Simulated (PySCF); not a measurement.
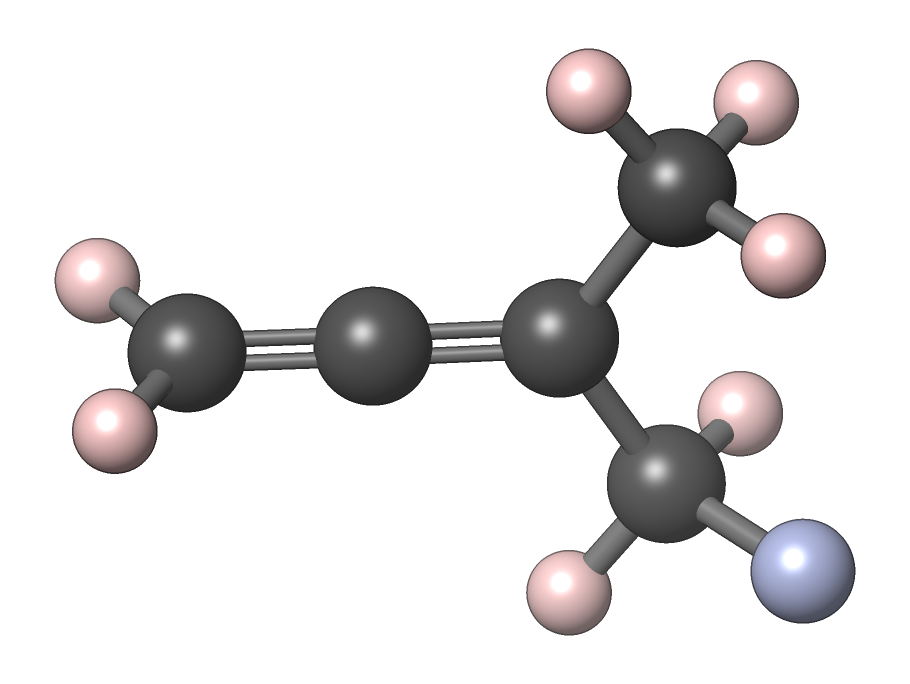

Multiple sticks mark multiple bonds (one Kekulé form). Colours: carbon dark grey, fluorine light blue, hydrogen pink.

What does the picture show?

Formula C₅H₇F. As SMILES it reads `C=C=C(C)CF`. It has no ring. Among its groups: C–F bond. This geometry has C1 symmetry. Coordination: 2 C trigonal planar; 1 C linear; 2 C tetrahedral.

The parts below concern this one geometry. Atoms keep their numbers from picture to picture. Computed geometry: PBE0-D3(BJ)/def2-SVP optimisation. No frequency run is at hand to confirm it as a minimum.

Levels of theory compared

No frequency run is at hand to confirm it as a minimum. Program: PySCF 2.14.0.

Compare HOMO energy (eV) at these levels: B3LYP/6-31G*; B3LYP/cc-pVTZ; B3LYP/def2-TZVP; B3LYP/pcJ-0; B97-2/pcJ-1; BHandHLYP/pcJ-1; CAM-B3LYP/pcJ-1; HF/pcJ-1; KT2/pcJ-1; LDA/pcJ-1; PBE/pcJ-1; PBE0/pcJ-1.

```json
{"level": "B3LYP/6-31G*", "HOMO energy (eV)": "−6.85"}
{"level": "B3LYP/cc-pVTZ", "HOMO energy (eV)": "−7.12"}
{"level": "B3LYP/def2-TZVP", "HOMO energy (eV)": "−7.16"}
{"level": "B3LYP/pcJ-0", "HOMO energy (eV)": "−7.22"}
{"level": "B97-2/pcJ-1", "HOMO energy (eV)": "−7.14"}
{"level": "BHandHLYP/pcJ-1", "HOMO energy (eV)": "−8.41"}
{"level": "CAM-B3LYP/pcJ-1", "HOMO energy (eV)": "−8.69"}
{"level": "HF/pcJ-1", "HOMO energy (eV)": "−9.96"}
{"level": "KT2/pcJ-1", "HOMO energy (eV)": "−6.24"}
{"level": "LDA/pcJ-1", "HOMO energy (eV)": "−6.35"}
{"level": "PBE/pcJ-1", "HOMO energy (eV)": "−6.21"}
{"level": "PBE0/pcJ-1", "HOMO energy (eV)": "−7.38"}
```

The run warned: near a triplet instability: FC and SD terms are unreliable.

Dipole moment

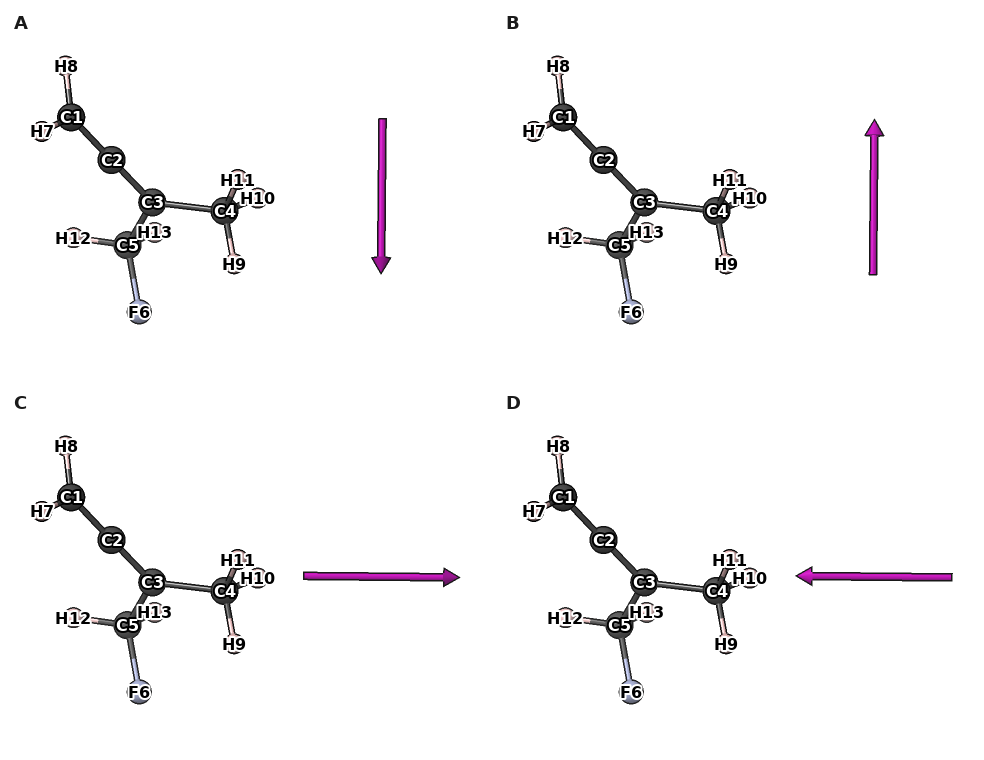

The same molecule four times, each with an arrow. No frequency run is at hand to confirm it as a minimum. Level of theory: PBE0/pcJ-1, gas phase (PySCF 2.14.0).

Which arrow points along the dipole moment, from the negative to the positive end?

B. The dipole moment is 1.65 D; it points from the side of F6 to the side of H8 (the outermost atoms at the two ends).

Spin–spin coupling

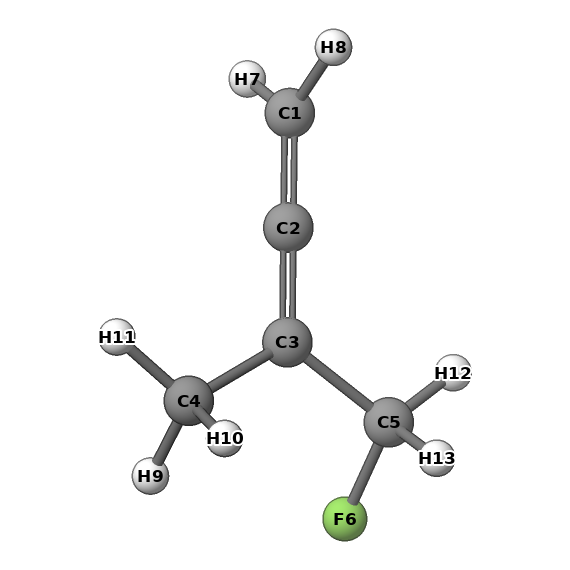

No frequency run is at hand to confirm it as a minimum. Level of theory: BHandHLYP/pcJ-1 indirect spin-spin coupling, non-relativistic, gas phase (PySCF 2.14.0). Isotopes: 13C, 19F, 1H.

Give the spin–spin coupling constants of these pairs, with the number of bonds between them: C5/F6, C3/F6, F6/H13, F6/H12, C2/F6, C4/F6.

```json
{"pair": "C5, F6", "bonds apart": "1", "J (Hz)": "−198.9"}
{"pair": "C3, F6", "bonds apart": "2", "J (Hz)": "21.8"}
{"pair": "F6, H13", "bonds apart": "2", "J (Hz)": "61.1"}
{"pair": "F6, H12", "bonds apart": "2", "J (Hz)": "59.5"}
{"pair": "C2, F6", "bonds apart": "3", "J (Hz)": "14.0"}
{"pair": "C4, F6", "bonds apart": "3", "J (Hz)": "2.9"}
```

Density functionals are unreliable for couplings to fluorine, so those rows may be far off.
